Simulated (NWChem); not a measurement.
**UCAM-B3LYP/aug-cc-pVDZ run of C2H5O (ethoxy radical)**

We compute energy and forces of C2H5O (ethoxy radical). 

The calculation is run with NWChem 7.3.0.

## 1. Starting point

C2H5O has 8 atoms, charge 0, and is taken as a doublet. As SMILES, `CC[O]`. The coordinates come from a PBE0-D4/def2-TZVP relaxation.

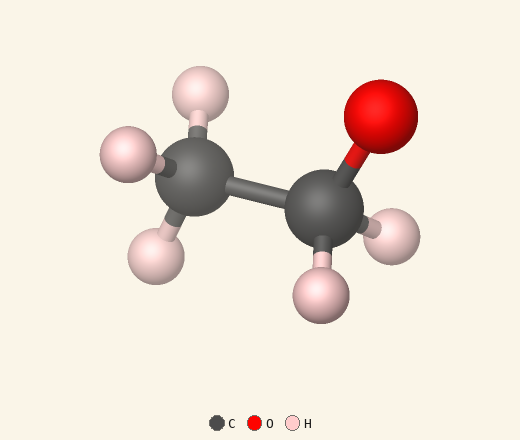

The structure, seen from a chosen angle (carbon dark grey, oxygen red, hydrogen pink).

## 2. Energy and gradient at UCAM-B3LYP/aug-cc-pVDZ

work.nw reads:

```
START work
TITLE "C2H5O gradient"
memory stack 880 mb heap 220 mb global 1100 mb
charge 0
GEOMETRY units angstrom noautosym nocenter noautoz
  C     -0.448800     0.594100    -0.264500
  C      0.392800    -0.560600     0.239800
  O      1.676500    -0.263400     0.560000
  H     -1.464700     0.263300    -0.495200
  H     -0.010900     1.018500    -1.170000
  H     -0.505800     1.382200     0.488700
  H      0.422200    -1.394700    -0.489000
  H     -0.061300    -1.039300     1.130100
END
BASIS spherical bse
  C library aug-cc-pVDZ
  O library aug-cc-pVDZ
  H library aug-cc-pVDZ
END
DFT
  xc xcamb88 1.00 lyp 0.81 vwn_5 0.19 hfexch 1.00
  cam 0.33 cam_alpha 0.19 cam_beta 0.46
  mult 2
  grid fine
  convergence energy 1e-08
  direct
  iterations 100
  mulliken
END
TASK dft gradient
```

Started as:

```sh
$ nwchem work.nw > work.out
```

The program printed:

```text
[...]
          Wavefunction type:  spin polarized.
          No. of atoms     :     8
          No. of electrons :    25
[...]
          Charge           :     0
          Spin multiplicity:     2
[...]
          AO basis - number of functions:   114
[...]
              XC Information
              --------------
                     Hartree-Fock (Exact) Exchange  1.000
                   CAM-Becke88 Exchange Functional  1.000
                      VWN V Correlation Functional  0.190 local
              Lee-Yang-Parr Correlation Functional  0.810
[...]
 d= 0,ls=0.0,diis     1   -154.2006555674 -2.29D+02  8.12D-03  1.53D-01     7.5
[...]
 d= 0,ls=0.0,diis    12   -154.3149419600 -2.48D-09  2.26D-07  3.22D-10    87.7
[...]
         Total DFT energy =     -154.314941960031
      One electron energy =     -356.207316325740
           Coulomb energy =      148.556227940388
    Exchange-Corr. energy =      -21.176001595743
 Nuclear repulsion energy =       74.512148021064
[...]
      Total Density - Mulliken Population Analysis
     ---------------------------------------------
    Atom       Charge   Shell Charges
 -----------   ------   -------------------------------------------------------
    1 C    6     5.20   2.02  0.66  0.14  0.12  2.17  0.13 -0.03  0.05 -0.05
    2 C    6     5.01   2.02  0.66  0.16 -0.11  2.11  0.06 -0.06  0.12  0.04
    3 O    8     8.45   2.01  0.86  1.04  0.15  2.73  1.53  0.09  0.01  0.03
    4 H    1     1.22   0.77  0.48  0.00  0.03 -0.06
    5 H    1     1.24   0.77  0.47  0.02  0.03 -0.04
    6 H    1     1.24   0.77  0.47  0.02  0.03 -0.04
    7 H    1     1.32   0.76  0.55  0.01  0.02 -0.03
    8 H    1     1.32   0.76  0.55  0.01  0.02 -0.03
[...]
      <S2> =      0.7544 (Exact =     0.7500)
[...]
  wavefunction    = open shell
[...]
                         DFT ENERGY GRADIENTS
    atom               coordinates                        gradient
                 x          y          z           x          y          z
   1 C      -0.848109   1.122686  -0.499833   -0.000810  -0.000336  -0.000119
   2 C       0.742284  -1.059380   0.453156    0.005190   0.000853   0.001299
   3 O       3.168126  -0.497754   1.058247   -0.006007  -0.001277  -0.001475
   4 H      -2.767882   0.497565  -0.935792    0.003282   0.001531   0.000644
   5 H      -0.020598   1.924686  -2.210979   -0.001551  -0.001365   0.003097
   6 H      -0.955823   2.611979   0.923509    0.000164  -0.002645  -0.002665
   7 H       0.797842  -2.635601  -0.924076   -0.000821   0.002102   0.001821
   8 H      -0.115840  -1.963992   2.135579    0.000554   0.001138  -0.002603
[...]
```

It took 2.1 min on 1 thread of AMD EPYC 9B45 (Zen 5), shared host; peak memory 0.12 GiB.

## 3. Summary of results

At UCAM-B3LYP/aug-cc-pVDZ:

```
                          quantity          value
                      total energy  -154.31494 Eh
                     dipole moment         2.18 D
HOMO energy (highest over α and β)       -9.15 eV
 LUMO energy (lowest over α and β)       -2.39 eV
                              ⟨S²⟩          0.754
          largest force on an atom     0.325 eV/Å
```

Mulliken charges run from -0.45 on O3 to +0.99 on C2; in a basis this large or diffuse they mean little. The largest force is 0.32 eV/Å: the shape isn't a stationary point for this species at this level.
